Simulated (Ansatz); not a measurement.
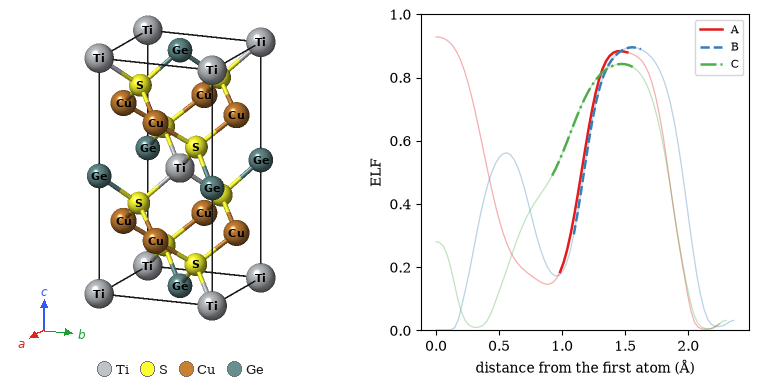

TiCu₂GeS₄. ELF along straight lines between neighbouring atoms. Thin, pale parts lie inside the atomic spheres. The structure is drawn too.

Space group I-42m; built by placing these elements on a known structure type; not relaxed (largest force 1.0 eV/Å); computed pressure about 5 GPa in this cell; computed without spin polarisation; not the lowest SCF solution found, which lies 19 meV/atom lower; Hubbard U of 5.17 eV on Cu d only.

These are results of Ansatz, DFT, PAW plane waves, r2SCAN+U, not measurements.

In a PAW calculation such maps are meaningful between the atoms, not at the nuclei.

> Which curve belongs to which contact (Cu–S, Ge–S and Ti–S)? The first atom named is at distance zero.

Curve A: Cu–S (2.25 Å): the ELF peaks at about 0.90 in the valence shell of S, 0.8 Å from its nucleus, and is about 0.45 at the midpoint. Curve B: Ti–S (2.36 Å): the ELF peaks at about 0.90 in the valence shell of S, 0.8 Å from its nucleus, and is about 0.50 at the midpoint. Curve C: Ge–S (2.30 Å): the ELF peaks at about 0.85 in the valence shell of S, 0.8 Å from its nucleus, and is about 0.70 at the midpoint.
